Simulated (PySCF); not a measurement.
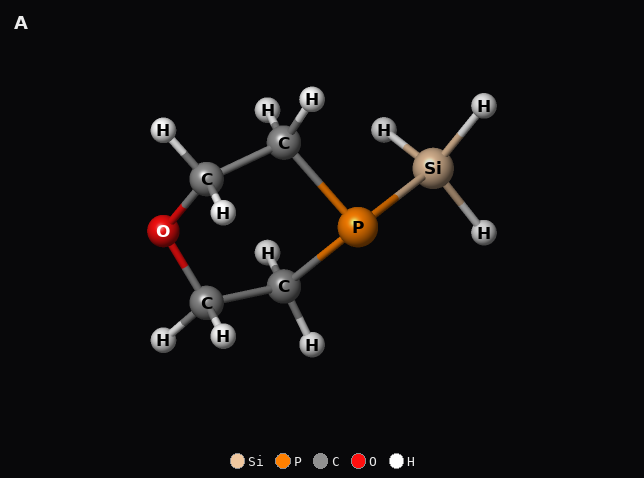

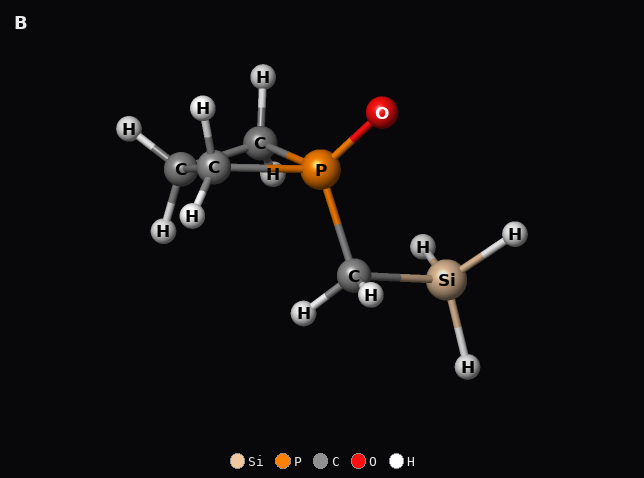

2 stationary structures of one formula. Geometries: GFN2-xTB. Electronic energies: B3LYP/def2-SVPD (PySCF 2.14.0), without zero-point energy. No frequency run is at hand to confirm each as a minimum. Each is one conformer, not always the lowest.

Which structure is the most stable?

Answer. B is lowest; A lies 43.5 kJ/mol above it. A is `[SiH3]P1CCOCC1`, B is `O=P1(C[SiH3])CCC1`.

The geometry is semi-empirical. Around P, Si such bond lengths and angles can be off by a tenth of an ångström or more and by several degrees, and values that hang on the shape move with them.
